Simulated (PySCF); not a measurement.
**Geometry relaxation, with input and output: CH7FGeN2**

The run: geometry relaxation of CH7FGeN2. Method and program: PBE0-D3(BJ)/def2-SVP geometry optimisation, gas phase (PySCF 2.14.0).

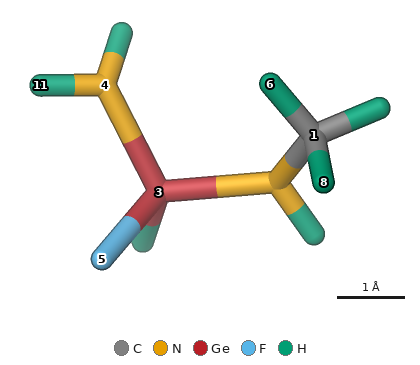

The starting structure (stick view, seen at a tilt; atoms are numbered from 1 in the order of the input). Sticks mark near contacts.

**Results in brief**

```tsv
quantity	value
outcome	converged
total energy	−2327.749060 hartree
dipole moment	2.35 D
point group	C1
hardware	1 CPU thread, shared host
wall time	53 s
peak memory	0.51 GiB
```

**Input file**
```
{"job": {"xc": "PBE0", "basis": "def2-SVP", "d3": "d3bj", "grid": 1, "shake": 0.01, "kind": "geom"}, "charge": 0, "multiplicity": 1}
C     -1.683090    -0.298400     0.305840
N     -0.785650     0.030470    -0.781510
Ge     0.916420     0.493730    -0.533970
N      1.677730    -0.594240     0.713170
F      1.147530     2.051850     0.266290
H     -1.139700    -0.698010     1.121900
H     -2.431580    -1.005420    -0.037710
H     -2.213930     0.617150     0.667550
H     -1.256600     0.479880    -1.535490
H      1.576800     0.733880    -1.853800
H      2.476560    -0.270040     1.177240
H      1.755190    -1.569110     0.481470
```

The first line tells a small driver script what to run in PySCF; the rest is the geometry in Å.

Command:
```bash
OMP_NUM_THREADS=1 python <driver script> task.json out
```

**The program's output**
```
step   0  E = -2327.74377820  max force = 0.036488
step   1  E = -2327.74789206  max force = 0.013320
step   2  E = -2327.74892188  max force = 0.004284
step   3  E = -2327.74899960  max force = 0.001523
step   4  E = -2327.74901386  max force = 0.001913
step   5  E = -2327.74904783  max force = 0.000719
step   6  E = -2327.74905664  max force = 0.000544
step   7  E = -2327.74905990  max force = 0.000284
optimisation converged
```

**Trajectory as extended XYZ (Å, eV, eV/Å), 8 frames, from step=0 to step=7**
```
12
Properties=species:S:1:pos:R:3:forces:R:3 step=0 energy=-63341.13450
C    -1.6831   -0.2984    0.3058   -0.6378   1.6384  -1.0264
N    -0.7856    0.0305   -0.7815    0.1117  -0.5618   0.6670
Ge    0.9164    0.4937   -0.5340    0.6173   0.4508   1.1014
N     1.6777   -0.5942    0.7132   -1.8763  -0.3232  -1.0498
F     1.1475    2.0518    0.2663   -0.1588  -0.1867  -0.0848
H    -1.1397   -0.6980    1.1219    0.7552  -0.6940   1.1341
H    -2.4316   -1.0054   -0.0377   -0.3918  -0.4831   0.0184
H    -2.2139    0.6171    0.6675    0.0678  -0.4367   0.0516
H    -1.2566    0.4799   -1.5355   -0.2808   0.3481  -0.7905
H     1.5768    0.7339   -1.8538    0.2846  -0.0290  -0.7426
H     2.4766   -0.2700    1.1772    1.4456   0.6990   0.7864
H     1.7552   -1.5691    0.4815    0.0632  -0.4218  -0.0649
12
Properties=species:S:1:pos:R:3:forces:R:3 step=1 energy=-63341.24645
C    -1.5842   -0.1493    0.0970    0.1142  -0.2767   0.3058
N    -0.6732    0.1742   -0.9733    0.0533   0.2697  -0.2356
Ge    1.0608    0.5772   -0.6680   -0.2929  -0.6849  -0.6177
N     1.6544   -0.7275    0.4362    0.5846   0.4363   0.5332
F     1.2896    1.9900    0.3109    0.1370   0.3922   0.1877
H    -1.0122   -0.5823    0.9436   -0.1493   0.0814  -0.2610
H    -2.3229   -0.9071   -0.2205    0.0171   0.0134   0.0151
H    -2.1402    0.7163    0.4938   -0.0574   0.1083   0.0108
H    -1.1144    0.6310   -1.7683    0.0726  -0.0684   0.0968
H     1.7568    0.8255   -2.0346   -0.1156   0.0726   0.2934
H     2.4800   -0.4390    0.9743   -0.3684  -0.2969  -0.1884
H     1.7628   -1.6721    0.0901    0.0047  -0.0470  -0.1402
12
Properties=species:S:1:pos:R:3:forces:R:3 step=2 energy=-63341.27447
C    -1.6076   -0.1510    0.0929    0.0404  -0.0655   0.0884
N    -0.6804    0.1796   -0.9656    0.0312   0.1091  -0.0096
Ge    1.0581    0.5565   -0.6674   -0.1286  -0.2203   0.0010
N     1.6912   -0.7231    0.4531    0.0736   0.1527   0.0909
F     1.3173    1.9986    0.2891    0.0239   0.0520  -0.0022
H    -1.0517   -0.6051    0.9285   -0.0207   0.0098  -0.0351
H    -2.3523   -0.8939   -0.2426    0.0039   0.0116  -0.0097
H    -2.1573    0.7201    0.4969    0.0175  -0.0060  -0.0182
H    -1.1105    0.6439   -1.7586    0.0361  -0.0143  -0.0159
H     1.7337    0.8223   -2.0206    0.0077   0.0307   0.0055
H     2.5139   -0.4472    0.9840   -0.0694  -0.0521  -0.0307
H     1.8030   -1.6637    0.0917   -0.0157  -0.0077  -0.0646
12
Properties=species:S:1:pos:R:3:forces:R:3 step=3 energy=-63341.27659
C    -1.5938   -0.1544    0.0938   -0.0764  -0.0131  -0.0427
N    -0.6834    0.1849   -0.9770    0.0367   0.0211   0.0783
Ge    1.0500    0.5513   -0.6682    0.0321   0.0326  -0.0169
N     1.6748   -0.7194    0.4619   -0.0334  -0.0233   0.0015
F     1.3140    2.0026    0.2789   -0.0079  -0.0058  -0.0174
H    -1.0273   -0.6182    0.9142    0.0190  -0.0064   0.0060
H    -2.3461   -0.8905   -0.2387   -0.0088   0.0056  -0.0002
H    -2.1330    0.7160    0.5122    0.0011  -0.0094   0.0015
H    -1.1113    0.6524   -1.7688   -0.0143  -0.0129   0.0073
H     1.7347    0.8220   -2.0145    0.0281   0.0011  -0.0233
H     2.4933   -0.4532    0.9988    0.0284   0.0078   0.0178
H     1.7855   -1.6566    0.0889   -0.0046   0.0026  -0.0119
12
Properties=species:S:1:pos:R:3:forces:R:3 step=4 energy=-63341.27697
C    -1.6097   -0.1606    0.0937    0.0380  -0.0020  -0.0437
N    -0.6786    0.1951   -0.9545   -0.0647   0.0290  -0.0139
Ge    1.0587    0.5519   -0.6674    0.0405   0.0984   0.0583
N     1.6850   -0.7114    0.4676   -0.0598  -0.0964  -0.0266
F     1.3432    2.0128    0.2606   -0.0173  -0.0192  -0.0223
H    -1.0586   -0.6390    0.9155    0.0202  -0.0104   0.0278
H    -2.3573   -0.8888   -0.2655   -0.0004   0.0016  -0.0056
H    -2.1547    0.7038    0.5154   -0.0001   0.0022   0.0093
H    -1.1005    0.6626   -1.7491   -0.0195  -0.0142  -0.0186
H     1.7348    0.8116   -2.0217   -0.0025  -0.0147  -0.0114
H     2.5105   -0.4521    0.9957    0.0587   0.0215   0.0267
H     1.7845   -1.6490    0.0912    0.0070   0.0043   0.0199
12
Properties=species:S:1:pos:R:3:forces:R:3 step=5 energy=-63341.27790
C    -1.6034   -0.1607    0.0925    0.0173  -0.0165  -0.0119
N    -0.6801    0.1973   -0.9608   -0.0084   0.0370  -0.0002
Ge    1.0575    0.5561   -0.6670    0.0116   0.0124   0.0161
N     1.6779   -0.7135    0.4680   -0.0195  -0.0097  -0.0027
F     1.3365    2.0152    0.2633   -0.0067  -0.0075  -0.0095
H    -1.0444   -0.6368    0.9115    0.0001  -0.0023   0.0048
H    -2.3508   -0.8916   -0.2616   -0.0009   0.0012  -0.0017
H    -2.1487    0.7017    0.5186   -0.0007   0.0011   0.0043
H    -1.1062    0.6625   -1.7549   -0.0053  -0.0129  -0.0035
H     1.7381    0.8128   -2.0203   -0.0001  -0.0058   0.0040
H     2.5037   -0.4545    0.9983    0.0100   0.0019   0.0001
H     1.7774   -1.6516    0.0937    0.0026   0.0013   0.0002
12
Properties=species:S:1:pos:R:3:forces:R:3 step=6 energy=-63341.27814
C    -1.5998   -0.1636    0.0911    0.0045  -0.0123  -0.0042
N    -0.6801    0.2037   -0.9619    0.0059   0.0279   0.0061
Ge    1.0578    0.5597   -0.6662   -0.0001  -0.0073  -0.0037
N     1.6714   -0.7118    0.4711   -0.0035   0.0068   0.0056
F     1.3379    2.0202    0.2606   -0.0024  -0.0012   0.0000
H    -1.0375   -0.6433    0.9061   -0.0034   0.0002  -0.0023
H    -2.3463   -0.8940   -0.2660   -0.0010  -0.0003  -0.0005
H    -2.1464    0.6945    0.5244   -0.0008  -0.0007   0.0009
H    -1.1084    0.6668   -1.7558   -0.0026  -0.0093   0.0018
H     1.7419    0.8106   -2.0187    0.0024  -0.0009   0.0035
H     2.4990   -0.4560    1.0006   -0.0013  -0.0020  -0.0049
H     1.7681   -1.6499    0.0961    0.0023  -0.0010  -0.0023
12
Properties=species:S:1:pos:R:3:forces:R:3 step=7 energy=-63341.27823
C    -1.5980   -0.1684    0.0886   -0.0019  -0.0051   0.0018
N    -0.6797    0.2124   -0.9604    0.0079   0.0141   0.0047
Ge    1.0588    0.5641   -0.6646   -0.0059  -0.0146  -0.0109
N     1.6660   -0.7085    0.4754    0.0041   0.0090   0.0043
F     1.3418    2.0265    0.2576    0.0005   0.0020   0.0064
H    -1.0341   -0.6536    0.8992   -0.0033   0.0007  -0.0037
H    -2.3420   -0.8977   -0.2756    0.0001  -0.0019   0.0000
H    -2.1477    0.6835    0.5303   -0.0011  -0.0014  -0.0013
H    -1.1099    0.6730   -1.7547    0.0010  -0.0036   0.0018
H     1.7463    0.8086   -2.0165    0.0017   0.0028   0.0028
H     2.4963   -0.4563    1.0026   -0.0047  -0.0010  -0.0046
H     1.7595   -1.6466    0.0993    0.0017  -0.0010  -0.0013
```

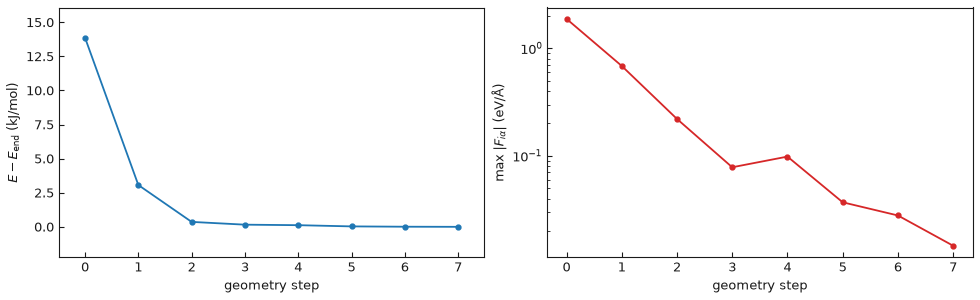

Progress of the relaxation, step by step (steps are counted from 0).

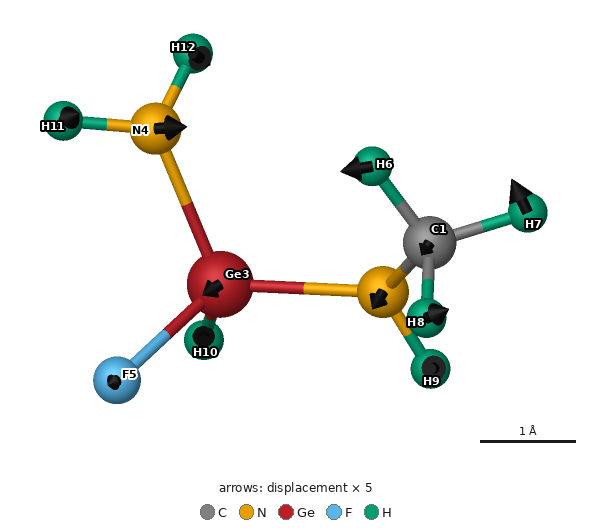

The starting structure with the displacements as black arrows, magnified 5 times (ball-and-stick view, seen at a tilt). The two geometries are laid on each other by the best rigid fit. After 7 geometry steps the energy has fallen by 13.9 kJ/mol. Largest force component: 1.9 eV/Å at the start, 0.015 eV/Å at the end. H7 moves most after the best rigid fit: 0.081 Å. Largest moves by element: H 0.081 Å, N 0.072 Å, Ge 0.047 Å, C 0.033 Å, F 0.030 Å. Distances before and after: C1–H6 1.059 → 1.100 Å, Ge3–H10 1.495 → 1.536 Å, N4–H11 0.979 → 1.015 Å, C1–H7 1.085 → 1.104 Å. Among the angles that change: F5–Ge3–H10 101.6° → 105.0°, H6–C1–H7 110.6° → 107.3°, N2–C1–H8 110.6° → 113.7°. (Atoms are counted from 1 in the order of the input.)
